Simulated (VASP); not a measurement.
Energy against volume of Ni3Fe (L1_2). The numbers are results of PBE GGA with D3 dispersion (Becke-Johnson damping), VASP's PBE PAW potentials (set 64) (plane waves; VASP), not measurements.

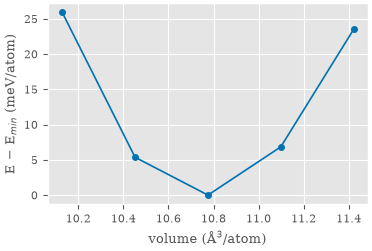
Figure. Energy against volume

Problem. Estimate the equilibrium volume and the bulk modulus.

Solution. The minimum lies near 10.7 Å³/atom, and the curvature gives B0 of about 200 GPa.

The compound is Ni3Fe in the L1_2 structure. It was relaxed first.
